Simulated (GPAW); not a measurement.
**BaHCl (P4/nmm): G0W0 with GPAW, start to end**

Wanted: ground state, empty states, screening and self-energy for BaHCl (P4/nmm).

Calculated with GPAW 26.7.0; LDA and many-body steps on it, plane waves.

## (1) The structure

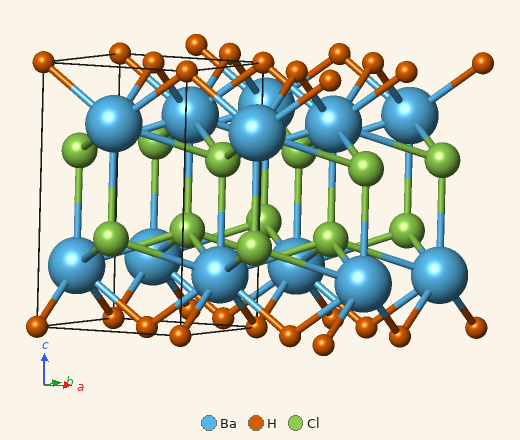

The cell as given, from a free direction (barium blue, hydrogen orange, chlorine green). 2×2×1 cells are drawn. Some periodic images of atoms are drawn too.

The cell and positions come from the Crystallography Open Database and are kept as given unless a step says otherwise. Spin-orbit coupling is left out unless a step names it.

## (2) Ground state

This step: GPAW 26.7.0; DFT, LDA, plane waves, PAW.

The ground-state density comes first.

run.py reads:

```python
import json
import numpy as np
from gpaw.mpi import world
from ase import Atoms
from gpaw import GPAW, PW, FermiDirac

atoms = Atoms(['Ba', 'Ba', 'H', 'H', 'Cl', 'Cl'],
    cell=[[4.4080000000, 0.0000000000, 0.0000000000],
      [0.0000000000, 4.4080000000, 0.0000000000],
      [0.0000000000, 0.0000000000, 7.2020000000]],
    scaled_positions=[[0.0000000000, 0.5000000000, 0.2150000000],
      [0.5000000000, 0.0000000000, 0.7850000000],
      [0.0000000000, 0.0000000000, 0.0000000000],
      [0.5000000000, 0.5000000000, 0.0000000000],
      [0.0000000000, 0.5000000000, 0.6500000000],
      [0.5000000000, 0.0000000000, 0.3500000000]],
    pbc=(True, True, True))
calc = GPAW(mode=PW(600),
    xc='LDA',
    kpts={'size': (6, 6, 4), 'gamma': True},
    occupations=FermiDirac(0.001),
    nbands=-9,
    convergence={'density': 1e-6, 'bands': -3},
    maxiter=100,
    txt='gs.txt')
atoms.calc = calc
res = {'energy': atoms.get_potential_energy()}
kpts = calc.get_ibz_k_points()
res['kpts'] = kpts
res['eigenvalues'] = [calc.get_eigenvalues(kpt=k) for k in range(len(kpts))]
res['n_electrons'] = calc.get_number_of_electrons()
calc.write('gs.gpw')

if world.rank == 0:
    with open('result.json', 'w') as f:
        json.dump(res, f, default=lambda x: x.tolist())
```

The run is started by

```bash
mpirun -n 4 gpaw python run.py
```

Numbers of over 12 decimals in the logs are rounded to 6 here.

The program printed:

```text
__  _  _
 | _ |_)|_||  |
 |__||  | ||/\| - 26.7.0

Input parameters:
  mode=PW(ecut=600.0),
  convergence={'density': 1e-06, 'bands': -3},
  kpts=MonkhorstPack(size=(6, 6, 4), gamma=True),
  maxiter=100,
  nbands=-9,
  occupations=Occupations(name='fermi-dirac', width=0.001, fixmagmom=False),
  xc=XC(name='LDA')
  [... matrices ...]
Diagonalizing LCAO Hamiltonian
Converting LCAO to pw mode
    .----------.
   /|          |
  / |          |
 *  |          |
 |  |          |
 |Cl| Ba       |
 |  |          |
 |  |          |
 |  |          |
 |Ba.-Cl-------.
 | /          /
 |/     H    /
 H----------*

Atoms  # Å, Bohr magnetons
|   | symbol |        x |        y |        z |    initial magnetic moments |
| 0 |     Ba | 0.000000 | 2.204000 | 1.548430 | ( 0.0000,  0.0000,  0.0000) |
| 1 |     Ba | 2.204000 | 0.000000 | 5.653570 | ( 0.0000,  0.0000,  0.0000) |
| 2 |      H | 0.000000 | 0.000000 | 0.000000 | ( 0.0000,  0.0000,  0.0000) |
| 3 |      H | 2.204000 | 2.204000 | 0.000000 | ( 0.0000,  0.0000,  0.0000) |
| 4 |     Cl | 0.000000 | 2.204000 | 4.681300 | ( 0.0000,  0.0000,  0.0000) |
| 5 |     Cl | 2.204000 | 0.000000 | 2.520700 | ( 0.0000,  0.0000,  0.0000) |

Unit cell  # Å
| periodic |        x |        y |        z |  lengths |    angles |
|      yes | 4.408000 | 0.000000 | 0.000000 | 4.408000 | 90.000000 |
|      yes | 0.000000 | 4.408000 | 0.000000 | 4.408000 | 90.000000 |
|      yes | 0.000000 | 0.000000 | 7.202000 | 7.202000 | 90.000000 |

Number of symmetries: 8
Symmetry operations  # r_c * U_cc + t_c -> r_c
|   | kind |            matrix            |
| 0 |  E   |  1, 0, 0,  0, 1, 0,  0, 0, 1 |
| 1 |  σ   |  1, 0, 0,  0,-1, 0,  0, 0, 1 |
| 2 |  C2  |  0, 1, 0,  1, 0, 0,  0, 0,-1 |
| 3 |  S4  |  0, 1, 0, -1, 0, 0,  0, 0,-1 |
| 4 |  S4  |  0,-1, 0,  1, 0, 0,  0, 0,-1 |
| 5 |  C2  |  0,-1, 0, -1, 0, 0,  0, 0,-1 |
| 6 |  σ   | -1, 0, 0,  0, 1, 0,  0, 0, 1 |
| 7 |  C2  | -1, 0, 0,  0,-1, 0,  0, 0, 1 |

BZ-sampling:
  Number of BZ points: 144
  Number of IBZ points: 30

  Monkhorst-Pack size: [6, 6, 4]
  Monkhorst-Pack shift: [0.083333, 0.083333, 0.125]

K-points  # in reciprocal-cell coordinates
|     |                                coordinates |     weight |
|   0 | (  0.00000000,   0.00000000,   0.00000000) | 0.00694444 |
|   1 | (  0.00000000,   0.00000000,   0.25000000) | 0.01388889 |
|   2 | (  0.00000000,   0.00000000,   0.50000000) | 0.00694444 |
|   3 | (  0.16666667,   0.00000000,   0.00000000) | 0.02777778 |
|   4 | (  0.16666667,   0.00000000,   0.25000000) | 0.05555556 |
|   5 | (  0.16666667,   0.00000000,   0.50000000) | 0.02777778 |
|   6 | (  0.16666667,   0.16666667,   0.00000000) | 0.02777778 |
|   7 | (  0.16666667,   0.16666667,   0.25000000) | 0.05555556 |
|   8 | (  0.16666667,   0.16666667,   0.50000000) | 0.02777778 |
|   9 | (  0.33333333,   0.00000000,   0.00000000) | 0.02777778 |
| ... |                                            |            |
|  29 | (  0.50000000,   0.50000000,   0.50000000) | 0.00694444 |

Plane wave coefficients: 4694
Cutoff: 600.0 eV

Spin-components: 1 (collinear spins)
Bands:           27
Projectors:      28
Spin-degeneracy: 2
Datatype:        complex128

  Storage: CPU
  Wave functions: 60_821_280 bytes (15_205_320 per core)
  Projectors: 65_326_560 bytes (16_331_640 per core)
  [... matrices ...]
Parallelization:
  kpt:    4
  domain: 1
  band:   1

Density:
  Valence electrons: 36.0
  Components: 1
  Grid points: [25 25 42]
  Charge: 0.0  # |e|

Potential:
  Grid points: [25 25 42]

species:
  Ba:
    name:    Barium
    Z:       56.0
    valence: 10
    core:    46
    charge:  0.0  # [|e|]
    compensation charges:
      type: gauss
      rc: 0.37  # [Å]
      lmax: 2
    cutoffs:
      filter: 2.06  # [Å]
      core: 2.33  # [Å]
    projectors
    | kind |    occ | energy [eV] | rcut [Å] |
    |   5s |  2.000 |     -33.774 |    1.164 |
    |   6s |  2.000 |      -3.346 |    1.164 |
    |   5p |  6.000 |     -18.813 |    1.164 |
    |    p |        |       0.000 |    1.164 |
    |    d |        |       0.000 |    1.164 |
    |    d |        |      27.211 |    1.164 |

    Using partial waves for Ba as LCAO basis

  H:
    name:    Hydrogen
    Z:       1.0
    valence: 1
    core:    0
    charge:  0.0  # [|e|]
    compensation charges:
      type: gauss
      rc: 0.15  # [Å]
      lmax: 2
    cutoffs:
      filter: 0.85  # [Å]
      core: 0.53  # [Å]
    projectors
    | kind |    occ | energy [eV] | rcut [Å] |
    |   1s |  1.000 |      -6.353 |    0.476 |
    |    s |        |      20.858 |    0.476 |
    |    p |        |       0.000 |    0.476 |

    Using partial waves for H as LCAO basis

  Cl:
    name:    Chlorine
    Z:       17.0
    valence: 7
    core:    10
    charge:  0.0  # [|e|]
    compensation charges:
      type: gauss
      rc: 0.25  # [Å]
      lmax: 2
    cutoffs:
      filter: 1.40  # [Å]
      core: 1.49  # [Å]
    projectors
    | kind |    occ | energy [eV] | rcut [Å] |
    |   3s |  2.000 |     -20.688 |    0.794 |
    |   3p |  5.000 |      -8.701 |    0.794 |
    |    s |        |       6.523 |    0.794 |
    |    p |        |      18.511 |    0.794 |
    |    d |        |       0.000 |    0.794 |

    Using partial waves for Cl as LCAO basis

Reference energy: -467278.064288  # eV

eigensolver:
  PPCG
  Converge bands: -3
  niter=2

density mixing:
  MSR1-Mixer
  Pratt-step length: 0.05
  Maximum mixing coefficient: 0.75
  Old densities: 10
  SVD Regularization: 0.005
  Good broyden scale: 1.0
  Trust region scale: 1.0
  Backstep threshold: 4.0
  History deletion threshold: 6.0
  Fourier metric: weight=20.0, sigma=0.015

occupation numbers:
  Fermi-Dirac:
    width: 0.0010  # eV

poisson solver:
  ecut: 4800.0  # eV

xc functional:
  name: None

Initialization done in: 1.156 s

convergence criteria:
- Maximum integral of absolute [dens]ity change: 1e-06 electrons / valence electron
- Maximum [total energy] change in last 3 cyles: 0.0005 eV / valence electron
- Maximum integral of absolute [eigenst]ate change: 4e-08 eV^2 / valence electron
maximum number of iterations: 100

SCF iterations
|iter     |     time |      energy | eigst |  dens |
|iter:   1|  |  -27.107929 | +1.42 |       |
|iter:   2|  |  -26.874535 | +0.23 | -1.14 |
|iter:   3|  |  -25.695516 | -0.33 | -1.17 |
|iter:   4|  |  -25.687156 | -1.05 | -1.73 |
|iter:   5|  |  -25.687105c| -1.82 | -2.13 |
|iter:   6|  |  -25.687343c| -2.29 | -2.47 |
|iter:   7|  |  -25.687333c| -2.35 | -3.28 |
|iter:   8|  |  -25.687333c| -3.32 | -3.87 |
|iter:   9|  |  -25.687333c| -4.16 | -4.47 |
|iter:  10|  |  -25.687333c| -4.89 | -5.02 |
|iter:  11|  |  -25.687333c| -5.31 | -5.88 |
|iter:  12|  |  -25.687333c| -5.65 | -6.61c|
|iter:  13|  |  -25.687333c| -3.71 | -7.12c|
|iter:  14|  |  -25.687333c| -3.84 | -7.94c|
|iter:  15|  |  -25.687333c| -3.87 | -8.40c|
|iter:  16|  |  -25.687333c| -4.79 | -8.87c|
|iter:  17|  |  -25.687333c| -5.38 | -9.24c|
|iter:  18|  |  -25.687333c| -5.64 | -9.38c|
|iter:  19|  |  -25.687333c| -6.13 | -9.83c|
|iter:  20|  |  -25.687333c| -7.15 |-10.00c|
|iter:  21|  |  -25.687333c| -7.75c|-10.42c|

Converged in 21 steps
SCF loop duration: 29.557 s (1.407 s/step)
Energy contributions relative to reference atoms: (reference = -467278.064288)
  [... matrices ...]
Energy contributions:
  Kinetic:          15.527741
  Coulomb:         -15.434668
  Zero:             -0.021110
  External:          0.000000
  Xc:              -25.759295
  Entropy:          -0.000000
  Spinorbit:         0.000000
  ----------------------------
  Free energy:     -25.687333
  Extrapolated:    -25.687333

dipole moment: (-45.276377, -45.276377, -7.090099)  # |e|*Ang

Fermi level: 5.715
Eigenvalues  # (at kpt = [0.000, 0.000, 0.000])
| band index |      eig [eV] | occ [0-2] |
|          0 |       -22.027 |     2.000 |
|        ... |               |           |
|         10 |         0.988 |     2.000 |
|         11 |         1.388 |     2.000 |
|         12 |         1.388 |     2.000 |
|         13 |         1.732 |     2.000 |
|         14 |         1.973 |     2.000 |
|         15 |         1.973 |     2.000 |
|         16 |         2.919 |     2.000 |
|         17 |         3.547 |     2.000 |
|         18 |         7.447 |     0.000 |
[...]
|         22 |         8.712 |     0.000 |
|         23 |         9.113 |     0.000 |
|         24 |         9.486 |     0.000 |
|         25 |        10.595 |     0.000 |
|         26 |        10.741 |     0.000 |

Gap: 2.998 eV
Transition (v -> c):
  (s=0, k=2, n=17, [0.00, 0.00, 0.50]) -> (s=0, k=2, n=18, [0.00, 0.00, 0.50])
No difference between direct/indirect transitions
# Writing to gs.gpw (mode='')
  [... matrices ...]
```

Run time: 33 s. Hardware: 4 MPI ranks of Arm Neoverse V1, shared host; peak memory 0.85 GiB.

Numbers from this step:

* total energy: -25.69 eV
* gap: 2.998 eV
* k of the valence top: 0, 0, 0.5
* k of the conduction bottom: 0, 0, 0.5
* least direct gap: 2.998 eV

The gap is direct, at (0.000, 0.000, 0.500).

## (3) Empty states on the mesh, 2×2×2 mesh, 480 bands

The sums over transitions need many empty states on a uniform mesh; this step solves for them.

run.py reads:

```python
import json
import numpy as np
from gpaw.mpi import world
from gpaw import GPAW

calc = GPAW('gs.gpw').fixed_density(kpts={'size': (2, 2, 2), 'gamma': True},
    parallel={'domain': 1, 'band': 1},
    txt='nscf.txt')
calc.diagonalize_full_hamiltonian(nbands=480)
calc.write('full.gpw', mode='all')
res = {}
kpts = calc.get_ibz_k_points()
res['kpts'] = kpts
res['eigenvalues'] = [calc.get_eigenvalues(kpt=k) for k in range(len(kpts))]
res['n_electrons'] = calc.get_number_of_electrons()

if world.rank == 0:
    with open('result.json', 'w') as f:
        json.dump(res, f, default=lambda x: x.tolist())
```

The run is started by

```bash
mpirun -n 4 gpaw python run.py
```

The program printed:

```text
Diagonalizing LCAO Hamiltonian
Converting LCAO to pw mode
convergence criteria:
- Maximum integral of absolute [eigenst]ate change: 4e-08 eV^2 / valence electron
maximum number of iterations: 100

SCF iterations
|iter     |     time |      energy | eigst |  dens |
|iter:   1|  |             | +1.52 |       |
|iter:   2|  |             | +0.14 |       |
|iter:   3|  |             | -0.41 |       |
[...]
|iter:  31|  |             | -7.09 |       |
|iter:  32|  |             | -7.30 |       |
|iter:  33|  |             | -7.50c|       |
SCF steps: 33
  __  _  _
 | _ |_)|_||  |
 |__||  | ||/\| - 26.7.0

Input parameters:
  mode=PW(ecut=600.0),
  convergence={'density': 1e-06, 'bands': -3},
  gpts=array([25, 25, 42]),
  kpts=MonkhorstPack(size=(2, 2, 2), gamma=True),
  maxiter=100,
  nbands=27,
  occupations=Occupations(name='fermi-dirac', width=0.001, fixmagmom=False),
  parallel={'domain': 1, 'band': 1},
  xc=XC(name='LDA')
Matrix size: 4693x4693
# Writing to full.gpw (mode='all')
  [... matrices ...]

timing:  # [seconds]
  Total: 182.700  # ━━━━━━━━━━━━━━━━━━━━━━━━━━━━━━━━━━━━━━━━━━━━━━━━━━━━━━━━━
```

Wall time 3.3 min (4 MPI ranks); peak memory 6.8 GiB; 13 min of CPU time.

This step gave:

* gap: 2.998 eV
* k of the valence top: 0, 0, 0.5
* k of the conduction bottom: 0, 0, 0.5
* least direct gap: 2.998 eV
* k points computed: 6
* lowest point of the top converged band, above the valence top: 118.1076 eV

On this mesh the gap is 2.998 eV.

## (4) Screening and self-energy, 2×2×2 mesh, 218 bands, screening to 78 eV

G0W0 replaces the xc potential by the self-energy, built once from these orbitals. Only a window of levels is corrected, while the sums run over the empty bands that the input names.

This step: G0W0 on LDA, plane waves, PAW.

run.py reads:

```python
import json
import numpy as np
from gpaw.mpi import world
from gpaw.response.g0w0 import G0W0

gw = G0W0('full.gpw',
    filename='gw',
    kpts=[0, 1],
    bands=(16, 20),
    ecut=78,
    nbands=218,
    integrate_gamma='WS',
    ppa=True)
gw.calculate()
res = {mode: {k: v for k, v in r.items() if k != 'sigma_eskwn'}
       for mode, r in gw.all_results.items()}

if world.rank == 0:
    with open('result.json', 'w') as f:
        json.dump(res, f, default=lambda x: x.tolist())
```

The run is started by

```bash
mpirun -n 4 gpaw python run.py
```

The program printed:

```text
Using integrator: PointIntegrator
FrequencyGridDescriptor(from 0.000+0.000j to 0.000+27.211j eV, 2 points)
Nonperiodic BCs:  [False False False]
Using integrator: PointIntegrator
FrequencyGridDescriptor(from 0.000+0.000j to 0.000+27.211j eV, 2 points)
Nonperiodic BCs:  [False False False]
  ___  _ _ _
 |   || | | |
 | | || | | |
 |__ ||_____|
 |___|

BZ k-points: Symmetries present (total): 8

  [... matrices ...]
8 k-points: 2 x 2 x 2 Monkhorst-Pack grid + [1/4,1/4,1/4]
6 k-points in the irreducible part of the Brillouin zone
       k-points in crystal coordinates                weights
   0:     0.00000000    0.00000000    0.00000000          1/8
   1:     0.00000000    0.00000000    0.50000000          1/8
   2:     0.50000000    0.00000000    0.00000000          2/8
   3:     0.50000000    0.00000000    0.50000000          2/8
   4:     0.50000000    0.50000000    0.00000000          1/8
   5:     0.50000000    0.50000000    0.50000000          1/8

Distributing spins, k-points and bands (1 x 2 x 4) over 4 processes
Number of blocks: 1

Quasi particle states:
k-points (IBZ indices): [0, 1]
Band range: (16, 20)
  [... matrices ...]
Computational parameters:
Plane wave cut-off: 78 eV
Number of bands: 218
Coulomb cutoff: None
Broadening: 0.1 eV

fxc modes: GW
Kernel: RPA
Using Godby-Needs plasmon-pole approximation:
  Fitting energy: i*E0, E0 = 1.000 Hartree
Summing all q:

Calculating screened Coulomb potential
No Coulomb truncation
FrequencyGridDescriptor(from 0.000+0.000j to 0.000+27.211j eV, 2 points)
Removing empty qpoint cache files...

Calculating chi0 body with:
    Ground state adapter containing:
    Number of spins: 1
    Number of kpoints: 8
    Number of irreducible kpoints: 6
    Number of completely occupied states: 18
    Number of partially occupied states: 18
    Occupied states memory: 7.209778 M / cpu

    Linear response parametrization:
    q_c: [0.0, 0.0, 0.0]
    Number of frequency points: 2
    Planewave cutoff: 78.0
    Number of bands: 218
    Number of planewaves: 215
    Broadening (eta): 1e-06
    comm.size: 4
    kncomm.size: 4
    blockcomm.size: 1

    Memory estimate of potentially large arrays:
        chi0_wGG: 1.410675 M / cpu
Integrating chi0 body.

Symmetries of q_c:
    Direct symmetries (Uq -> q): 8
    Indirect symmetries (TUq -> q): 8
In total 16 allowed symmetries.

  [... matrices ...]
6 groups of equivalent kpoints. 25.0% reduction.

Integral kind: response function
Integrating chi0 head and wings.

Symmetries of q_c:
    Direct symmetries (Uq -> q): 8
    Indirect symmetries (TUq -> q): 8
In total 16 allowed symmetries.

  [... matrices ...]
6 groups of equivalent kpoints. 25.0% reduction.

Integral kind: response function wings

Calculating chi0 body with:
    Ground state adapter containing:
    Number of spins: 1
    Number of kpoints: 8
    Number of irreducible kpoints: 6
    Number of completely occupied states: 18
    Number of partially occupied states: 18
    Occupied states memory: 7.209778 M / cpu

    Linear response parametrization:
[... the further q-points ...]

Results:
f:      Occupation numbers
eps:     KS-eigenvalues [eV]
vxc:     KS vxc [eV]
exx:     Exact exchange [eV]
sigma:   Self-energies [eV]
dsigma:  Self-energy derivatives
Z:       Renormalization factors
qp:      QP-energies [eV]

k-point 0 (0): (0.000, 0.000, 0.000)                GW
band       f     eps     vxc     exx   sigma  dsigma       Z      qp
                                                                   GW
  16   1.000   2.919 -11.676 -15.085   2.029  -0.272   0.786   1.834
  17   1.000   3.547 -10.465 -13.372   1.590  -0.263   0.792   2.505
  18   0.000   7.447 -10.205  -5.419  -3.516  -0.188   0.842   8.516
  19   0.000   8.028 -11.459  -6.430  -3.642  -0.195   0.837   9.189

k-point 1 (1): (0.000, 0.000, 0.500)                GW
band       f     eps     vxc     exx   sigma  dsigma       Z      qp
                                                                   GW
  16   1.000   3.591 -10.524 -13.506   1.637  -0.264   0.791   2.526
  17   1.000   3.841 -14.108 -17.487   2.102  -0.256   0.796   2.824
  18   0.000   6.840  -9.547  -5.026  -3.381  -0.184   0.845   7.803
  19   0.000   7.756 -10.662  -5.845  -3.600  -0.187   0.842   8.781
```

Run time: 34 s. Hardware: 4 MPI ranks; peak memory 1.6 GiB.

This step gave:

- G0W0 gap on the points computed: 4.979 eV
- least direct G0W0 gap on the computed points: 4.979 eV
- Z at the valence top: 0.7964
- Z at the conduction bottom: 0.8447
- starting gap on the mesh: 2.998 eV
- k of the valence top: 0, 0, 0.5
- k of the conduction bottom: 0, 0, 0.5

The gap on the mesh goes from 3.00 eV to 4.98 eV, a correction of +1.98 eV.

Limits: finite bands, cutoff and mesh; no spin-orbit coupling; coarse k mesh. v1 is the top filled band, c1 the lowest empty one. Levels before and after the correction, in eV, zero at the valence-band top of each column:

```
           conduction bottom  valence top
Kohn-Sham               3.00         0.00
     G0W0               4.98         0.00
```

```
                  level  energy (eV)
Kohn-Sham  (0 0 0.5) v2       -0.250
Kohn-Sham  (0 0 0.5) v1        0.000
Kohn-Sham  (0 0 0.5) c1        2.998
Kohn-Sham  (0 0 0.5) c2        3.914
     G0W0  (0 0 0.5) v2       -0.298
     G0W0  (0 0 0.5) v1        0.000
     G0W0  (0 0 0.5) c1        4.979
     G0W0  (0 0 0.5) c2        5.957
```

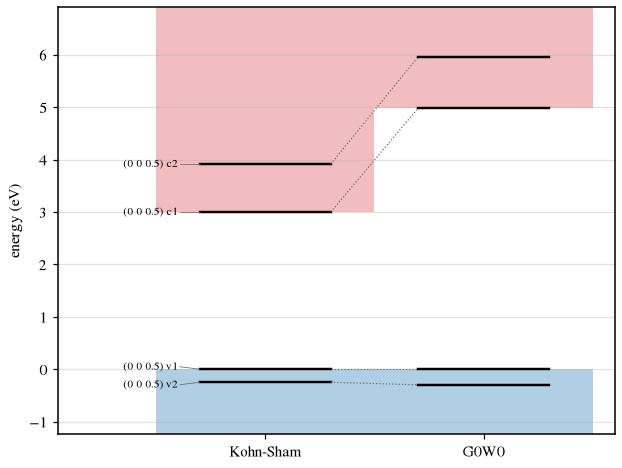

Levels before and after the correction. Shaded: valence and conduction bands.

## (5) Where the time went

Times are wall times on 4 MPI ranks of Arm Neoverse V1, shared host, good to a factor of about two.

```
                     step     time  share  memory (GiB)
             ground state     33 s   12 %          0.85
 empty states on the mesh  3.3 min   75 %           6.8
screening and self-energy     34 s   13 %           1.6
```

## (6) What came out

| Quantity | Value |
| --- | --- |
| LDA gap | 3.00 eV, direct |
| G0W0 gap on the mesh | 4.98 eV |
| GW settings | 2×2×2 mesh, 218 bands, screening to 78 eV, Godby-Needs plasmon pole |
| known limits | not at the basis limit; no spin-orbit coupling; coarse k mesh |

**Reading.** G0W0 moves the gap on the mesh from 3.00 eV to 4.98 eV (+1.98 eV), with Z of 0.80 and 0.84 at the edges. Only 2 of the mesh's irreducible points were corrected, so a valley elsewhere could overtake. The dearest step here is «empty states on the mesh». Bands and cutoff are finite, so the gap is not at the basis limit. The miss can reach some tenths of an eV and take either sign; the mesh is an error of its own. These stock PAW sets were not made for GW. In the G0W0 run levels were corrected at 2 k points alone, so a gap called «on the mesh» is the least over those, and an edge elsewhere would be missed. The 2×2×2 mesh is coarse for this cell, which bears on the long-range parts of exchange and screening. Mesh or cutoff lie under what a gap needs, so these runs test behaviour and cost; their gaps are not to be quoted. The many-body steps are scalar-relativistic: spin-orbit coupling is not in them.

[Paths, hosts, dates, memory and timing lines, banners, echoed tables and standing remarks are left out of the program output.]

[Logs are printed without paths, hosts, clocks, repeated set-up lines and the standing remarks that a program may print on its own settings, such as how far it seeks lower states.]

[Runs of the session that timed out or met a known fault of the program may be left out.]

[Hosts, paths, dates, database ids (printed as entryN), source tags and the programs' standing remarks are cut or masked in the printed files.]
